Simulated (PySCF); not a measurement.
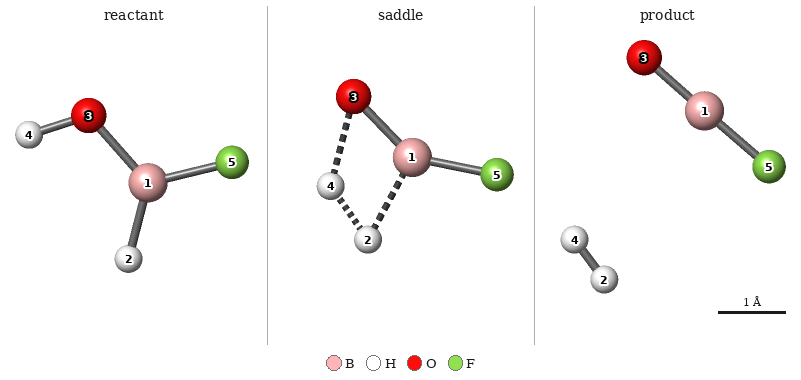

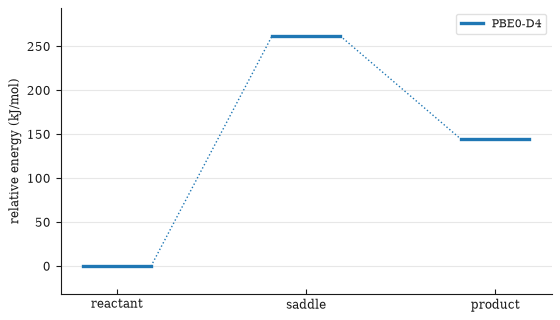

A reaction step of BH2OF, with its energy diagram. The picture is a ball-and-stick view, seen at a tilt. Dashed sticks mark bonds that form or break.

Stationary points at PBE0-D4/def2-TZVP, single-point energies with PBE0-D4 (def2-TZVPP where no basis is named; PySCF 2.14.0). The energies are electronic, without zero-point or thermal terms, and both ends are the minima reached downhill from the saddle, with any fragments still in contact.

> What happens, and what does it cost?

Counted by bonded pieces, the reactant holds BH₂OF and the product holds BOF + H₂. From the reactant over the saddle to the product, a bond forms: H2–H4 (2.39 → 0.98 → 0.75 Å). Bonds break: B1–H2 (1.20 → 1.43 → 3.01 Å), O3–H4 (0.96 → 1.41 → 2.98 Å). The saddle has one imaginary mode, 1484i cm⁻¹. With PBE0-D4 the barrier is 262.0 kJ/mol from the reactant and 117.8 kJ/mol from the product, and the product lies 144.2 kJ/mol above the reactant.
